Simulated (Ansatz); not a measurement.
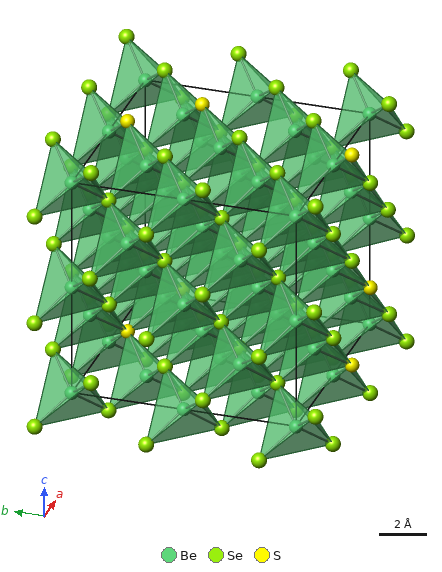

A crystal of Be$_{32}$Se$_{28}$S$_{4}$ (a generated structure, set up in P1), before the relaxation. A polyhedral model of the cell of the calculation, seen from a free direction.

Theory: DFT, PBEsol, PAW, plane waves in Ansatz 0.2.0.

Set-up: plane-wave cutoff 420 eV; k-point mesh 1 × 1 × 1; mesh shifted by (0.25, 0.25, 0.25); no spin polarisation; cell relaxed at fixed shape; force threshold 0.03 eV/Å; at most 80 steps.

```
CELL_PARAMETERS angstrom
10.18784 0.00000 0.00000
0.00000 10.18784 0.00000
0.00000 0.00000 10.18784
ATOMIC_POSITIONS crystal
Be 0.99696 0.99958 0.00022
Be 0.00245 0.00103 0.50015
Be 0.00029 0.50084 0.00106
Be 0.99730 0.49872 0.49977
Be 0.49660 0.99713 0.00008
Be 0.49843 0.99946 0.49866
Be 0.49851 0.50162 0.00018
Be 0.49794 0.49769 0.49951
Be 0.24987 0.25106 0.00015
Be 0.25054 0.25114 0.49757
Be 0.24963 0.74812 0.99725
Be 0.24864 0.75269 0.49600
Be 0.75115 0.25148 0.99850
Be 0.75423 0.25334 0.49684
Be 0.74931 0.74911 0.99752
Be 0.74733 0.75100 0.50154
Be 0.24959 0.00080 0.24750
Be 0.24962 0.00192 0.74991
Be 0.24847 0.50032 0.25376
Be 0.25346 0.50013 0.74987
Be 0.74825 0.00179 0.24740
Be 0.75011 0.00257 0.74996
Be 0.74656 0.49788 0.25240
Be 0.74952 0.49792 0.74961
Be 0.99959 0.25044 0.25516
Be 0.00011 0.24731 0.74966
Be 0.99590 0.75208 0.25073
Be 0.99918 0.75136 0.74970
Be 0.50190 0.24906 0.25080
Be 0.49861 0.24635 0.74947
Be 0.49627 0.75170 0.24953
Be 0.50111 0.75057 0.74897
Se 0.12722 0.12545 0.12366
Se 0.12828 0.12186 0.62537
Se 0.12368 0.62509 0.12391
Se 0.12720 0.62844 0.62486
Se 0.62528 0.12737 0.12775
Se 0.62544 0.12444 0.62355
Se 0.62389 0.62574 0.62275
Se 0.37605 0.37554 0.12914
Se 0.37839 0.37552 0.62350
Se 0.37613 0.87500 0.62383
Se 0.87556 0.37476 0.12438
Se 0.87656 0.37666 0.62699
Se 0.87739 0.87330 0.12552
Se 0.87249 0.87750 0.62419
Se 0.37547 0.12187 0.37514
Se 0.37659 0.12613 0.87324
Se 0.37801 0.62775 0.87375
Se 0.87509 0.12468 0.37135
Se 0.87571 0.12431 0.87867
Se 0.87298 0.62551 0.37678
Se 0.87159 0.62588 0.87519
Se 0.12251 0.37503 0.37648
Se 0.12157 0.37117 0.87277
Se 0.13013 0.87670 0.37602
Se 0.12452 0.87677 0.87462
Se 0.62534 0.37478 0.37460
Se 0.62406 0.37472 0.87828
Se 0.62371 0.87466 0.87361
S 0.62741 0.62366 0.12542
S 0.37862 0.87534 0.12642
S 0.36868 0.62601 0.37177
S 0.62446 0.87475 0.37509
```

Q: Where does the relaxation end?

A: After 4 geometry steps the energy has fallen by 12.4 meV per atom. The largest force component goes from 0.71 to 0.025 eV/Å. The pressure goes from 0.17 to 0.00 GPa. The atom that moves furthest relative to the cell is Be11 (0.13 Å roughly along [1 1 1]). Largest moves by element: Be 0.13 Å, S 0.10 Å, Se 0.06 Å. The drawn cell changes as follows: a = b = c 10.188 → 10.185 Å (0.0 %); the volume changes by −0.1 %. Among the contacts that change: Be8–S63 2.266 → 2.120 Å, Be11–S62 2.267 → 2.129 Å, Be21–S64 2.227 → 2.120 Å, Be31–S61 2.255 → 2.152 Å. Bond angles that change, for instance: Se43–Be23–S61 108.0° → 112.8°, Be23–Se43–Be25 107.6° → 112.1°, Se37–Be21–Se45 112.0° → 107.8°. The space group (tolerance 0.01 Å) goes from P1 (No. 1) to R3m (No. 160).

The end point in the same view:

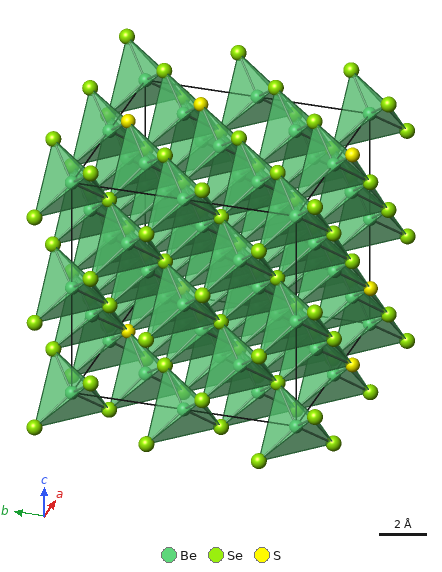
